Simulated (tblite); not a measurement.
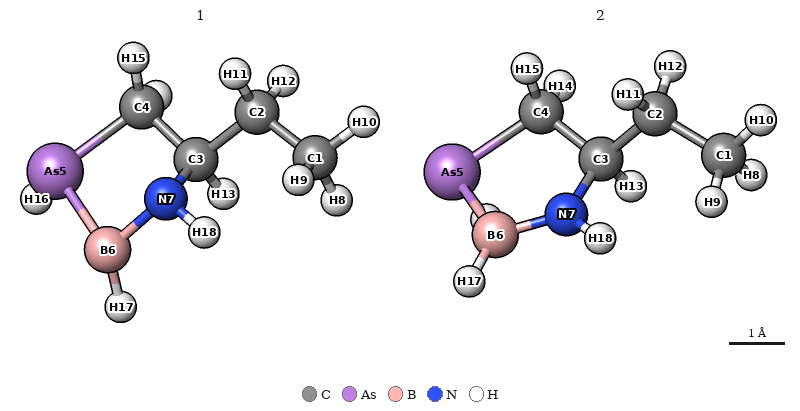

Two geometries of C₄H₁₁AsBN, drawn at one scale. One is the start of a relaxation, the other its converged end. The picture is a ball-and-stick view, seen at a tilt.

Method: GFN2-xTB geometry optimisation, gas phase in tblite. 

**Which one is relaxed?**

Structure 2 is the relaxed one. The largest move after the best rigid fit is that of H17, 1.58 Å. Largest moves by element: H 1.58 Å, N 0.46 Å, B 0.36 Å, As 0.33 Å, C 0.22 Å. Among the contacts that change: B6–N7 1.540 → 1.374 Å, C1–H10 1.138 → 1.088 Å, C1–H9 1.129 → 1.089 Å, C3–N7 1.416 → 1.455 Å. Among the angles between lasting bonds that change: B6–As5–H16 112.2° → 91.4°, B6–N7–H18 105.9° → 124.8°, C4–As5–H16 113.0° → 94.1°. The energy falls by 2.461 eV in 103 geometry steps.
